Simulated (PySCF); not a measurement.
```yaml
atoms:
  - { symbol: Si, position_ang: [0.1773, 0.3512, -1.6350] }
  - { symbol: C, position_ang: [0.1741, 0.3225, 0.2603] }
  - { symbol: C, position_ang: [0.9795, -0.8619, 0.7942] }
  - { symbol: C, position_ang: [-1.2492, 0.3402, 0.8157] }
  - { symbol: H, position_ang: [0.6818, 1.2559, 0.5685] }
  - { symbol: H, position_ang: [2.0185, -0.8554, 0.4297] }
  - { symbol: H, position_ang: [0.5274, -1.8214, 0.4918] }
  - { symbol: H, position_ang: [1.0127, -0.8525, 1.8967] }
  - { symbol: H, position_ang: [-1.2429, 0.3686, 1.9183] }
  - { symbol: H, position_ang: [-1.8212, 1.2132, 0.4645] }
  - { symbol: H, position_ang: [-1.8052, -0.5640, 0.5164] }
  - { symbol: H, position_ang: [1.5793, 0.3778, -2.1585] }
  - { symbol: H, position_ang: [-0.5489, 1.5547, -2.1519] }
  - { symbol: H, position_ang: [-0.5026, -0.8728, -2.1679] }
```

Geometry: PBE0-D3(BJ)/def2-SVP.

The calculation used PySCF 2.14.0, PBE0/pcSseg-1, SCF density, gas phase, non-relativistic.

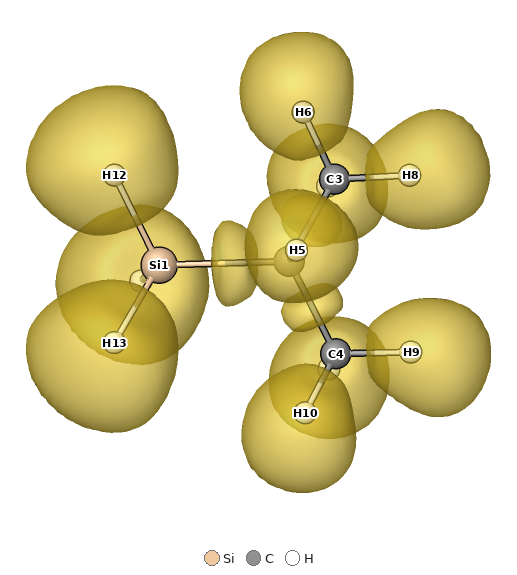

C3H10Si (Si(iPr)H3). Isosurface of the ELF at 0.8 (yellow), seen at a tilt. Core shells and regions of very low density are left out.

Where are the electrons localised?

The surface consists of two regions between bonded C–C atoms (shared pairs), one region between bonded C–Si atoms (shared pairs) and ten regions around hydrogen nuclei. Along the contacts the grid gives the following. C–C (1.53 Å): the ELF peaks at about 0.95 between the atoms; localised, covalent bonding. C–Si (1.90 Å): the ELF peaks at about 0.95 between the atoms: localised, covalent bonding.
